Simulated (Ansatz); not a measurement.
# CH3O2Si+: molecular dynamics

The task is to watch the atoms for 80 steps of 1.0 fs, started with velocities for 300 K and run at constant energy.

Program: Ansatz 0.2.0, Gaussian basis. Level of theory: PBE0-D4/def2-SVP. These are calculated values, not measurements.

1 further run of the same task is left out (it didn't finish).

## 1. The starting structure

7 atoms, charge 1, spin multiplicity 1.

Atoms are counted from 1 here; the program's logs count them from 0.

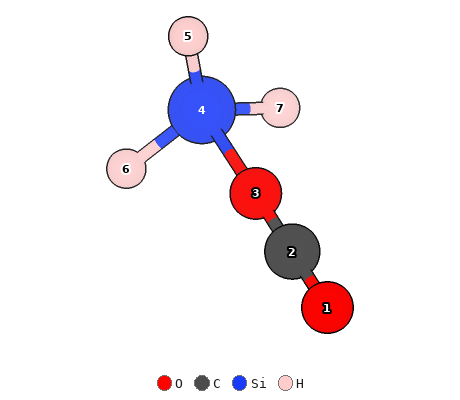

Start geometry, drawn with oxygen red, carbon dark grey, silicon blue, hydrogen pink; atoms are numbered from 1 in the order of the file.

Geometry (Å):

| atom | x (Å) | y (Å) | z (Å) |
| --- | --- | --- | --- |
| O1 | 1.0645 | -2.3611 | 1.4615 |
| C2 | 0.7503 | -1.4266 | 0.9191 |
| O3 | 0.4339 | -0.4569 | 0.3598 |
| Si4 | -0.5118 | 0.9872 | -0.6336 |
| H5 | 0.7012 | 1.7162 | -0.9718 |
| H6 | -1.3202 | 1.4266 | 0.4951 |
| H7 | -1.1180 | 0.1146 | -1.6301 |

## 2. Dynamics

md/in.yaml reads:

```yaml
crystal:
  periodic: [false, false, false]
  atoms:
    - {symbol: O, position_ang: [1.064520, -2.361120, 1.461510]}
    - {symbol: C, position_ang: [0.750290, -1.426650, 0.919140]}
    - {symbol: O, position_ang: [0.433890, -0.456860, 0.359770]}
    - {symbol: Si, position_ang: [-0.511770, 0.987180, -0.633560]}
    - {symbol: H, position_ang: [0.701240, 1.716230, -0.971780]}
    - {symbol: H, position_ang: [-1.320170, 1.426610, 0.495060]}
    - {symbol: H, position_ang: [-1.118000, 0.114600, -1.630150]}
basis:
  gaussian: {orbitals: def2-SVP}
total_charge: 1
hamiltonian: {xc: pbe0, dispersion: d4}
md: {n_steps: 80, timestep: 1.0, temperature: 300, ensemble: nve, seed: 439, initial_velocities: maxwell_boltzmann}
```

Started as:

```console
$ ansatz run in.yaml --threads 2 --pin off --events-out ev --progress --plain --max-ram 3481MiB
```

Log (excerpt; [...] marks lines left out):

```text
Functional definition: PBE0
  name "PBE0"
  cite "Adamo & Barone, J. Chem. Phys. 110, 6158 (1999) doi:10.1063/1.478522"
  cite "Perdew, Burke & Ernzerhof, Phys. Rev. Lett. 77, 3865 (1996) doi:10.1103/PhysRevLett.77.3865"
  parent pbe
[...]
774 factors; integrals over basis functions are off by at most 2.9e-4 eV
[...]
mean field -13034.28294405 eV, -479.0010632396 hartree, gradient 2.5e-5 eV, S^2 0.000000; 0 other end points of the search recorded, 0 dependent functions left out
[...]
reference -13034.28296466 eV, -479.0010639968 hartree; 19, 19 occupied and 56, 56 virtual orbitals, 774 factors
md step     0: t =     0.00 fs  T =   300.0 K  F+E_penalty+E_count = -13034.35667711 eV  E_kin = 0.193890 eV  conserved = -13034.16278711 eV  (24 SCF iters)
[...]
md step    20: t =    20.00 fs  T =   308.7 K  F+E_penalty+E_count = -13034.36251917 eV  E_kin = 0.199483 eV  conserved = -13034.16303589 eV  (31 SCF iters, 3 dispersion substeps)
[...]
md step    40: t =    40.00 fs  T =   157.3 K  F+E_penalty+E_count = -13034.26066207 eV  E_kin = 0.101633 eV  conserved = -13034.15902946 eV  (31 SCF iters, 3 dispersion substeps)
[...]
md step    60: t =    60.00 fs  T =   153.8 K  F+E_penalty+E_count = -13034.25578199 eV  E_kin = 0.099397 eV  conserved = -13034.15638521 eV  (30 SCF iters, 3 dispersion substeps)
[...]
md step    79: t =    79.00 fs  T =   192.2 K  F+E_penalty+E_count = -13034.28412642 eV  E_kin = 0.124225 eV  conserved = -13034.15990183 eV  (31 SCF iters, 3 dispersion substeps)
[...]
md step    80: t =    80.00 fs  T =   128.0 K  F+E_penalty+E_count = -13034.24084272 eV  E_kin = 0.082730 eV  conserved = -13034.15811243 eV  (25 SCF iters, 3 dispersion substeps)
Total energy: -13034.24086354 eV, -478.9995168094 hartree
Atom 0 at     1.166148    -2.396908     1.428820 Å, force    -1.450542     2.901673    -1.461529 eV/Å
Atom 1 at     0.716836    -1.436843     0.939687 Å, force     1.101841    -1.911529     0.938318 eV/Å
Atom 2 at     0.288882    -0.443446     0.444661 Å, force     0.185044    -0.655692     0.290365 eV/Å
Atom 3 at    -0.479390     0.999748    -0.668730 Å, force    -0.298600    -0.334109     1.099618 eV/Å
Atom 4 at     0.815413     1.614147    -1.028960 Å, force    -0.085997     0.041927    -0.129835 eV/Å
Atom 5 at    -1.237558     1.698630     0.501127 Å, force     0.443150    -0.633329    -1.186452 eV/Å
Atom 6 at    -1.129803     0.071067    -1.672480 Å, force     0.105103     0.591058     0.449516 eV/Å
Dipole moment:    -0.315441     0.559928    -0.392369 e Å
```

Wall time 2.8 min (2 threads of AMD EPYC 7R43, shared host); peak memory 0.16 GiB.

## 3. Frames and traces

One row in 5 steps:

| time (fs) | T (K) | potential (meV) | potential + kinetic (meV) | O3–Si4 (Å) | Si4–H6 (Å) | Si4–H7 (Å) |
| --- | --- | --- | --- | --- | --- | --- |
| 0.00 | 300 | 0.0 | 0.0 | 1.992 | 1.456 | 1.457 |
| 5.00 | 318 | -11.4 | 0.3 | 1.954 | 1.434 | 1.455 |
| 10.00 | 119 | 122.6 | 5.8 | 1.899 | 1.576 | 1.526 |
| 15.00 | 278 | 15.8 | 1.4 | 1.879 | 1.431 | 1.447 |
| 20.00 | 309 | -5.8 | -0.2 | 1.865 | 1.462 | 1.469 |
| 25.00 | 185 | 78.3 | 4.2 | 1.839 | 1.571 | 1.524 |
| 30.00 | 238 | 42.9 | 3.2 | 1.808 | 1.407 | 1.438 |
| 35.00 | 237 | 42.0 | 1.4 | 1.795 | 1.491 | 1.483 |
| 40.00 | 157 | 96.0 | 3.8 | 1.829 | 1.561 | 1.518 |
| 45.00 | 149 | 102.5 | 4.9 | 1.858 | 1.392 | 1.431 |
| 50.00 | 375 | -48.0 | 0.5 | 1.859 | 1.518 | 1.494 |
| 55.00 | 238 | 43.9 | 3.6 | 1.868 | 1.543 | 1.511 |
| 60.00 | 154 | 100.9 | 6.4 | 1.903 | 1.388 | 1.430 |
| 65.00 | 241 | 40.8 | 2.4 | 1.961 | 1.541 | 1.507 |
| 70.00 | 259 | 27.6 | 1.1 | 1.989 | 1.517 | 1.499 |
| 75.00 | 153 | 99.7 | 4.9 | 1.982 | 1.394 | 1.429 |
| 80.00 | 128 | 115.8 | 4.7 | 1.978 | 1.559 | 1.514 |

Energies count from the start.

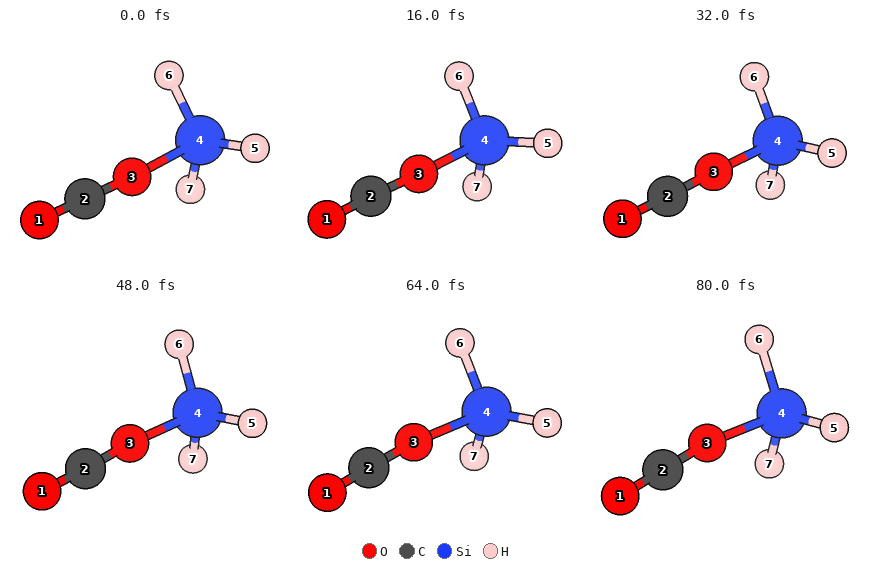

Six frames.

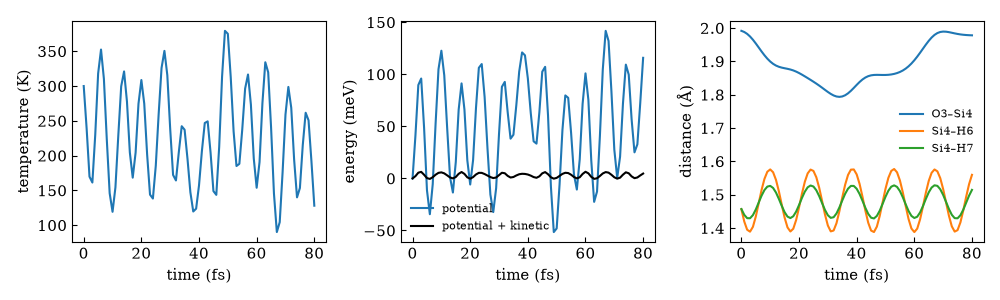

Temperature, energies and the distances followed.

Positions (Å) and forces (eV/Å) at 32.00 fs:

```xyz
7

O     1.082   -2.328    1.427   -0.288    1.121   -0.668
C     0.728   -1.384    0.889   -0.222   -0.152    0.163
O     0.332   -0.396    0.346    0.918   -1.944    1.214
Si   -0.458    0.919   -0.591    1.105    0.221   -1.209
H     0.796    1.582   -0.967   -0.040    0.304   -0.132
H    -1.288    1.459    0.388   -1.069    0.914    1.397
H    -1.137    0.145   -1.587   -0.404   -0.463   -0.766
```

Positions (Å) and forces (eV/Å) at 80.00 fs:

```xyz
7

O     1.166   -2.397    1.429   -1.451    2.902   -1.462
C     0.717   -1.437    0.940    1.102   -1.912    0.938
O     0.289   -0.443    0.445    0.185   -0.656    0.290
Si   -0.479    1.000   -0.669   -0.299   -0.334    1.100
H     0.815    1.614   -1.029   -0.086    0.042   -0.130
H    -1.238    1.699    0.501    0.443   -0.633   -1.186
H    -1.130    0.071   -1.672    0.105    0.591    0.450
```

## 4. Summary of results

```
                                                 quantity              value
                                                   length  80 steps, 80.0 fs
                                 temperature at the start              300 K
                            mean temperature, second half              226 K
lowest and highest potential energy, from the first frame    -52 and 142 meV
                    largest change of potential + kinetic            6.4 meV
```

**Reading.** With no thermostat the total energy should stay fixed; it holds within 6.4 meV, or 4 % of the mean kinetic energy of 146 meV, more than a sound time step leaves. The instant temperature ranges from 90 to 379 K, as energy passes between motion and strain. No bond breaks or forms, judged by distance.
